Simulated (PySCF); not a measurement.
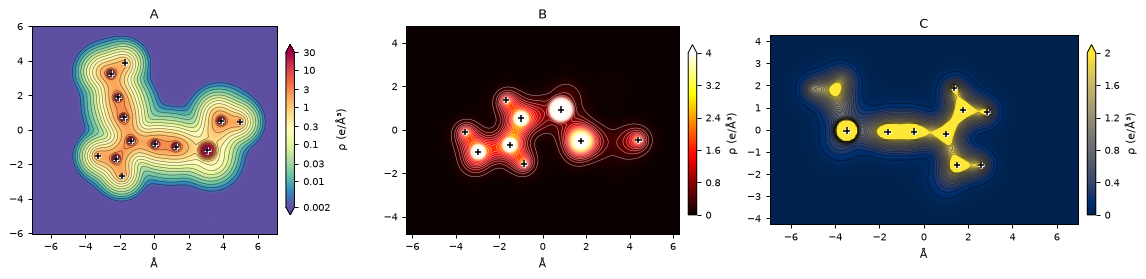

The electron density of 3 systems, each on a plane through atoms (crosses mark nuclei in the plane).

Method: PySCF 2.14.0, PBE0/pcSseg-1, SCF density, gas phase, non-relativistic.

System 1: C5H14N2Si2, the plane of atoms Si4, C3 and H14. Geometry: GFN2-xTB.

```tsv
atom	x (Å)	y (Å)	z (Å)
C	3.9449	-0.0125	-0.8483
C	2.4885	-0.3048	-0.7021
C	1.7949	-0.2030	0.4234
Si	-0.0358	-0.5809	0.6127
C	-1.0213	0.9634	1.1319
C	-2.5152	0.8166	0.8282
N	-2.8147	0.7350	-0.5836
Si	-2.2966	-0.6558	-1.4531
N	-0.7019	-1.0796	-0.9059
H	4.1006	0.7575	-1.6039
H	4.4769	-0.9062	-1.1755
H	4.3723	0.3250	0.0931
H	1.9907	-0.6216	-1.6098
H	2.3208	0.1154	1.3160
H	-0.2299	-1.6322	1.6357
H	-0.9001	1.1436	2.2005
H	-0.6495	1.8521	0.6181
H	-3.0697	1.6635	1.2518
H	-2.8910	-0.0962	1.2966
H	-2.6620	1.6260	-1.0319
H	-3.2436	-1.7310	-1.1339
H	-2.2344	-0.3202	-2.8737
H	-0.2288	-1.8271	-1.3845
```

System 2: C6H10OSi (SMILES C=C(C#C[SiH2]C)CO), the plane of atoms C1, C2 and C3. Geometry: GFN2-xTB.

```xyz
18

C    -2.3350   -0.2894    1.6112
C    -1.8821    0.0261    0.4005
C    -0.5123   -0.0789    0.0558
C     0.6379   -0.1225   -0.3184
Si    2.4134   -0.2034   -0.8283
C     3.4553   -0.5990    0.7059
C    -2.7700    0.5219   -0.7202
O    -2.3106    1.7198   -1.2996
H    -3.3780   -0.1980    1.8612
H    -1.6766   -0.6543    2.3812
H     2.7735    1.1076   -1.3854
H     2.5489   -1.2577   -1.8415
H     4.5074   -0.6915    0.4508
H     3.3645    0.1821    1.4558
H     3.1429   -1.5331    1.1651
H    -3.7739    0.7314   -0.3444
H    -2.8393   -0.2687   -1.4876
H    -1.3749    1.6139   -1.5137
```

System 3: C8H10Si, the plane of atoms C2, C1 and H10. Geometry: GFN2-xTB.

```xyz
19

C     1.5730    0.4142   -2.6208
C     1.1152    0.1257   -1.3964
C     1.8939   -0.5624   -0.4286
C     2.5275   -1.1438    0.4118
C     3.3053   -1.8433    1.4076
C    -0.1898    0.4881   -0.9706
C    -1.2974    0.7885   -0.5894
Si   -2.9897    1.2504   -0.0126
C    -3.1936    0.6406    1.7731
H     2.5662    0.1316   -2.9253
H     0.9605    0.9366   -3.3353
H     4.3127   -1.4295    1.4543
H     3.3714   -2.9012    1.1523
H     2.8350   -1.7446    2.3859
H    -3.1188    2.7128   -0.0754
H    -3.9737    0.6037   -0.8916
H    -3.0758   -0.4377    1.8370
H    -4.1770    0.8892    2.1628
H    -2.4544    1.0903    2.4303
```

Q: Which map belongs to which system?

A: Panel A is system 3, C8H10Si: the plane holds C, Si and H. C–C (1.20 Å): ρ is about 2.7 e/Å³ halfway. Panel B is system 1, C5H14N2Si2: the plane holds C, Si, N and H. C–C (1.33 Å): ρ at the midpoint is about 2.3 e/Å³. Panel C is system 2, C6H10OSi: the plane holds C, Si and H. C–C (1.21 Å): ρ is about 2.7 e/Å³ halfway.
